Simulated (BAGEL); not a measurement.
# C2H4ClF (1-chloro-2-fluoroethane): levels of theory compared

We compute a comparison of 4 runs (B3LYP/6-31G*, B3LYP/6-311+G**, PBE0/6-311+G**, RI-MP2/6-311+G**) of C2H4ClF (1-chloro-2-fluoroethane). 

The calculation is run with BAGEL 1.2.2.

6 further runs of the same task are left out: 6 set aside as unsound or not needed.

**1. The molecule**

C2H4ClF: 8 atoms, total charge 0, spin state singlet. As SMILES, `FCCCl`. The shape is that of a PBE0-D4/def2-TZVP optimisation. This is one conformer, not always the lowest.

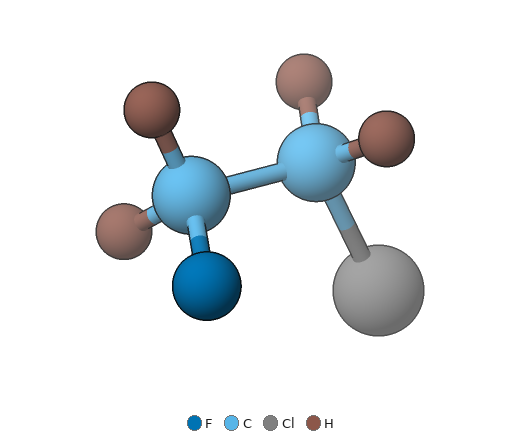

Viewed from a chosen angle; fluorine blue, carbon blue, chlorine grey, hydrogen brown.

**2. A single-point energy at B3LYP/6-31G(d) (density fitting with cc-pvqz-jkfit, spherical functions) (run 1)**

Input file input.json:

```json
{ "bagel" : [

{
  "title" : "molecule",
  "basis" : "6-31gs.json",
  "df_basis" : "cc-pvqz-jkfit",
  "angstrom" : true,
  "geometry" : [
    { "atom" : "F", "xyz" : [   -1.336980,    0.498150,    1.030500 ] },
    { "atom" : "C", "xyz" : [   -0.143560,    0.671020,    0.368890 ] },
    { "atom" : "C", "xyz" : [    0.300450,   -0.609920,   -0.275720 ] },
    { "atom" : "Cl", "xyz" : [   -0.759330,   -1.087620,   -1.620890 ] },
    { "atom" : "H", "xyz" : [   -0.273910,    1.462220,   -0.374180 ] },
    { "atom" : "H", "xyz" : [    0.609620,    0.981160,    1.102570 ] },
    { "atom" : "H", "xyz" : [    0.296790,   -1.425630,    0.446820 ] },
    { "atom" : "H", "xyz" : [    1.306920,   -0.489380,   -0.677980 ] }
  ]
},
{
  "title" : "ks",
  "xc_func" : "b3lyp"
},
{
  "title" : "print",
  "file" : "orbitals.molden",
  "orbitals" : true
}

]}
```

The basis set 6-31G* is read from a file made from the Basis Set Exchange's data (not shown).

Launch:

```
$ BAGEL_NUM_THREADS=1 BAGEL input.json > input.out
```

The log of the run:

```text
* using 1 threads per process

  ===============================================================
  ===============================================================

  *** Geometry ***

  { "atom" : "F", "xyz" : [     -2.526526,      0.941367,      1.947363 ] },
  { "atom" : "C", "xyz" : [     -0.271289,      1.268044,      0.697101 ] },
  { "atom" : "C", "xyz" : [      0.567768,     -1.152582,     -0.521035 ] },
[... 4 lines of this table left out ...]
  { "atom" : "H", "xyz" : [      2.469721,     -0.924794,     -1.281197 ] },

  Number of auxiliary basis functions:      670

  Since a DF basis is specified, we compute 2- and 3-index integrals:
    o Being stored without compression. Storage requirement is 0.025 GB

  Number of basis functions:       68
  Number of electrons      :       42

    * METHOD: MOLECULE                             0.46

  *** Kohn-Sham DFT ***

    * Removing 15039 points whose weight is below 1.00e-10
    * Grid points: 104209

  === Nuclear Repulsion ===
   161.6720073805

       - DIIS with orbital gradients will be used.

  === KS iteration (b3lyp / 6-31gs.json) ===
      0       -608.51552913          0.15713085           0.33
      1       -591.50825969          0.22022973           0.32
      2       -584.59947337          0.14779070           0.32
[... 16 lines of this table left out ...]
     19       -638.64161865          0.00000001           0.33
    * SCF iteration converged.

    * Permanent dipole moment:
           (   -0.980384,    -0.276060,    -0.283199) a.u.

    * METHOD: KS                                   6.99

    * METHOD: PRINT                                0.01

  ===============================================================
```

Wall time 7.8 s (1 thread of Arm Neoverse V1, shared host); peak memory 0.37 GiB.

**3. A single-point energy at B3LYP/6-311+G(d,p) (density fitting with cc-pvqz-jkfit) (run 2)**

Input file job.json:

```json
{ "bagel": [

{
  "title": "molecule",
  "basis": "6-311+gss.json",
  "df_basis": "cc-pvqz-jkfit",
  "angstrom": "true",
  "geometry": [
    { "atom": "F", "xyz": [      -1.336980,       0.498150,       1.030500 ] },
    { "atom": "C", "xyz": [      -0.143560,       0.671020,       0.368890 ] },
    { "atom": "C", "xyz": [       0.300450,      -0.609920,      -0.275720 ] },
    { "atom": "Cl", "xyz": [      -0.759330,      -1.087620,      -1.620890 ] },
    { "atom": "H", "xyz": [      -0.273910,       1.462220,      -0.374180 ] },
    { "atom": "H", "xyz": [       0.609620,       0.981160,       1.102570 ] },
    { "atom": "H", "xyz": [       0.296790,      -1.425630,       0.446820 ] },
    { "atom": "H", "xyz": [       1.306920,      -0.489380,      -0.677980 ] }
  ]
},

{
  "title": "ks",
  "xc_func": "b3lyp",
  "charge": 0
},

{
  "title": "print",
  "file": "orbitals.molden",
  "orbitals": "true"
}

]}
```

The basis set 6-311+G** is read from a file made from the Basis Set Exchange's data (not shown).

Launch:

```
$ BAGEL_NUM_THREADS=1 BAGEL job.json > job.out
```

The log of the run:

```text
* using 1 threads per process

  ===============================================================
  ===============================================================

  *** Geometry ***

  { "atom" : "F", "xyz" : [     -2.526526,      0.941367,      1.947363 ] },
  { "atom" : "C", "xyz" : [     -0.271289,      1.268044,      0.697101 ] },
  { "atom" : "C", "xyz" : [      0.567768,     -1.152582,     -0.521035 ] },
[... 4 lines of this table left out ...]
  { "atom" : "H", "xyz" : [      2.469721,     -0.924794,     -1.281197 ] },

  Number of auxiliary basis functions:      670

  Since a DF basis is specified, we compute 2- and 3-index integrals:
    o Being stored without compression. Storage requirement is 0.077 GB

  Number of basis functions:      120
  Number of electrons      :       42

    * METHOD: MOLECULE                             0.54

  *** Kohn-Sham DFT ***

    * Removing 15039 points whose weight is below 1.00e-10
    * Grid points: 104209

  === Nuclear Repulsion ===
   161.6720073805

       - DIIS with orbital gradients will be used.

  === KS iteration (b3lyp / 6-311+gss.json) ===
      0       -576.39986834          0.21047567           0.56
      1       -478.28927544          0.23631154           0.53
      2       -561.66993534          0.16553797           0.53
[... 15 lines of this table left out ...]
     18       -638.74138885          0.00000001           0.56
    * SCF iteration converged.

    * Permanent dipole moment:
           (   -1.086144,    -0.277137,    -0.214409) a.u.

    * METHOD: KS                                  10.90

    * METHOD: PRINT                                0.03

  ===============================================================
```

It took 12 s on 1 thread of Arm Neoverse V1, shared host; peak memory 0.59 GiB.

Run 3 isn't shown in full; the table further down has it.

**4. The energy at RI-MP2/6-311+G(d,p) (density fitting with cc-pvqz-jkfit) (run 4)**

Input file job.json:

```json
{ "bagel" : [

{
  "title" : "molecule",
  "basis" : "6-311+gss.json",
  "df_basis" : "cc-pvqz-jkfit",
  "angstrom" : "true",
  "geometry" : [
    { "atom" : "F", "xyz" : [      -1.336980,       0.498150,       1.030500 ] },
    { "atom" : "C", "xyz" : [      -0.143560,       0.671020,       0.368890 ] },
    { "atom" : "C", "xyz" : [       0.300450,      -0.609920,      -0.275720 ] },
    { "atom" : "Cl", "xyz" : [      -0.759330,      -1.087620,      -1.620890 ] },
    { "atom" : "H", "xyz" : [      -0.273910,       1.462220,      -0.374180 ] },
    { "atom" : "H", "xyz" : [       0.609620,       0.981160,       1.102570 ] },
    { "atom" : "H", "xyz" : [       0.296790,      -1.425630,       0.446820 ] },
    { "atom" : "H", "xyz" : [       1.306920,      -0.489380,      -0.677980 ] }
  ]
},

{
  "title" : "hf"
},

{
  "title" : "mp2",
  "ncore" : 8
}

]}
```

The basis set 6-311+G** is read from a file made from the Basis Set Exchange's data (not shown).

Launch:

```
$ BAGEL_NUM_THREADS=1 BAGEL job.json > job.out
```

The log of the run:

```text
* using 1 threads per process

  ===============================================================
  ===============================================================

  *** Geometry ***

  { "atom" : "F", "xyz" : [     -2.526526,      0.941367,      1.947363 ] },
  { "atom" : "C", "xyz" : [     -0.271289,      1.268044,      0.697101 ] },
  { "atom" : "C", "xyz" : [      0.567768,     -1.152582,     -0.521035 ] },
[... 4 lines of this table left out ...]
  { "atom" : "H", "xyz" : [      2.469721,     -0.924794,     -1.281197 ] },

[... 23 lines left out ...]
    * SCF iteration converged.
[... 1 line left out ...]
    * Permanent dipole moment:
[... 2 lines left out ...]
    * METHOD: HF                                   2.57

  *** RHF ***

  === Nuclear Repulsion ===
   161.6720073805

      * DIIS with orbital gradients will be used.

  === RHF iteration (6-311+gss.json) ===
      0       -637.05697850          0.00000000           0.15
    * SCF iteration converged.

    * Permanent dipole moment:
           (   -1.200743,    -0.309533,    -0.233625) a.u.

  === DF-MP2 calculation ===

    * freezing 8 orbitals
    * 3-index integral transformation done
    * assembly done

      MP2 correlation energy:   -0.6438197507      0.12

      MP2 total energy:       -637.7007982472

    * METHOD: MP2                                  0.45

  ===============================================================
```

It took 3.9 s on 1 thread of Arm Neoverse V1, shared host; peak memory 0.2 GiB.

**5. The series**

```csv
run,level,frozen core orbitals,energy (Eh),dipole moment (D),HOMO energy (eV),LUMO energy (eV),wall time
1,"B3LYP/6-31G* (density fitting with cc-pvqz-jkfit, spherical functions)",–,-638.641619,2.69,-8.17,0.81,7.8 s
2,B3LYP/6-311+G** (density fitting with cc-pvqz-jkfit),–,-638.741389,2.90,-8.41,-0.17,12 s
3,PBE0/6-311+G** (density fitting with cc-pvqz-jkfit),–,-638.378418,2.91,-8.66,0.12,12 s
4,RI-MP2/6-311+G** (density fitting with cc-pvqz-jkfit),8,-637.700798,–,–,–,3.9 s
```

**6. Results**

```
                                          quantity          value
                               run 4: total energy  -637.70080 Eh
run 4: correlation energy (8 core orbitals frozen)     -643.8 mEh
```

In words: Over runs 1, 2, 3 the dipole moment (its size) runs from 2.69 D (B3LYP/6-31G*) to 2.91 D (PBE0/6-311+G**). The two ends differ in method and basis. Over runs 1, 2, 3 the HOMO–LUMO gap runs from 8.24 eV (B3LYP/6-311+G**) to 8.99 eV (B3LYP/6-31G*). Totals of different functionals can't be ranked against each other. All runs together took 35 s, the longest 12 s.
